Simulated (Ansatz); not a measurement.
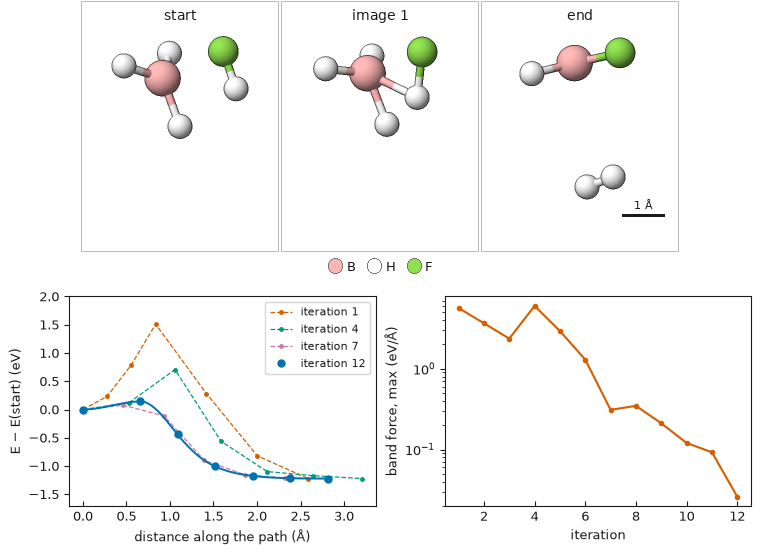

NEB run on BH4F. Images are numbered from 0 (start) to 6 (end). The plot follows the band through its iterations. A ball-and-stick model, seen at a tilt.

The calculation used Ansatz 0.2.0, RKS PBE/def2-SVP.

Input
```yaml
crystal:
  periodic: [false, false, false]
  atoms:
    - { symbol: B, position_ang: [0.002436, 0.059838, 0.064063] }
    - { symbol: H, position_ang: [-0.003468, 0.466904, 1.226029] }
    - { symbol: H, position_ang: [1.048979, 0.136466, -0.547562] }
    - { symbol: H, position_ang: [-1.052991, 0.073473, -0.536811] }
    - { symbol: F, position_ang: [0.058627, -1.736095, 0.634547] }
    - { symbol: H, position_ang: [0.052318, -1.403186, 1.520133] }
basis:
  gaussian: { orbitals: def2-SVP }
hamiltonian:
  xc: pbe
neb:
  order_check: false
  images: 5
  f_tol: 0.05
  max_iterations: 60
  final_atoms:
    - { symbol: B, position_ang: [0.01657404, -0.50719424, -0.57168825] }
    - { symbol: H, position_ang: [0.02244682, 0.29591693, 2.3218513] }
    - { symbol: H, position_ang: [1.0732542, 0.09329927, -0.64736506] }
    - { symbol: H, position_ang: [-1.08237605, 0.01335577, -0.63730213] }
    - { symbol: F, position_ang: [0.06597063, -1.82527917, -0.41891327] }
    - { symbol: H, position_ang: [0.01003136, -0.47269856, 2.31381642] }
  initial_path:
    images:
      - { positions_ang: [[0.002436, 0.059838, 0.064063], [-0.003468, 0.466904, 1.226029], [1.048979, 0.136466, -0.547562], [-1.052991, 0.073473, -0.536811], [0.058627, -1.736095, 0.634547], [0.052318, -1.403186, 1.520133]] }
      - { positions_ang: [[0.00073731, 0.04177373, 0.04469532], [-0.00265505, 0.30559052, 1.33261669], [1.04171701, 0.09771021, -0.56170178], [-1.04658515, 0.05185483, -0.55386367], [0.0638135, -1.66979893, 0.58770072], [0.04887339, -1.22973036, 1.51095172]] }
      - { positions_ang: [[-0.00096139, 0.02370947, 0.02532764], [-0.0018421, 0.14427704, 1.43920437], [1.03445502, 0.05895441, -0.57584155], [-1.04017931, 0.03023667, -0.57091634], [0.069, -1.60350287, 0.54085443], [0.04542878, -1.05627472, 1.50177044]] }
      - { positions_ang: [[-0.00266008, 0.0056452, 0.00595996], [-0.00102915, -0.01703643, 1.54579206], [1.02719303, 0.02019862, -0.58998133], [-1.03377346, 0.0086185, -0.587969], [0.07418649, -1.5372068, 0.49400815], [0.04198417, -0.88281908, 1.49258917]] }
      - { positions_ang: [[0.00375129, -0.16530128, -0.18658944], [0.00679617, 0.08728135, 1.80447847], [1.04254675, 0.0445655, -0.60910924], [-1.04997432, 0.01019759, -0.60441338], [0.07144787, -1.63323093, 0.18970101], [0.03133323, -0.74611224, 1.76633158]] }
      - { positions_ang: [[0.01016266, -0.33624776, -0.37913885], [0.0146215, 0.19159914, 2.06316489], [1.05790047, 0.06893239, -0.62823715], [-1.06617518, 0.01177668, -0.62085776], [0.06870925, -1.72925505, -0.11460613], [0.0206823, -0.6094054, 2.040074]] }
      - { positions_ang: [[0.01657404, -0.50719424, -0.57168825], [0.02244682, 0.29591693, 2.3218513], [1.0732542, 0.09329927, -0.64736506], [-1.08237605, 0.01335577, -0.63730213], [0.06597063, -1.82527917, -0.41891327], [0.01003136, -0.47269856, 2.31381642]] }
```

Command:
```bash
ansatz run input.yaml --threads 1 --pin off --max-ram 2048MiB --backend cpu --events-out ev --progress --plain --runs-dir out
```

Q: Judge this run.

A: The result is final at these settings. The band converged in 12 iterations. The largest component of the band force went from 5.7 to 0.026 eV/Å. The climbing image converged on the top of the path. Its vibrational analysis gives one imaginary mode (801i cm⁻¹), as a transition state must have. The first iteration put the highest image at 1.51 eV. The highest point, image 1, lies 0.14 eV above the start and 1.37 eV above the end; the end is at −1.22 eV relative to the start.

Cost: 45 s on 1 thread of Arm Neoverse V1, on a shared host, peak memory 0.091 GiB.
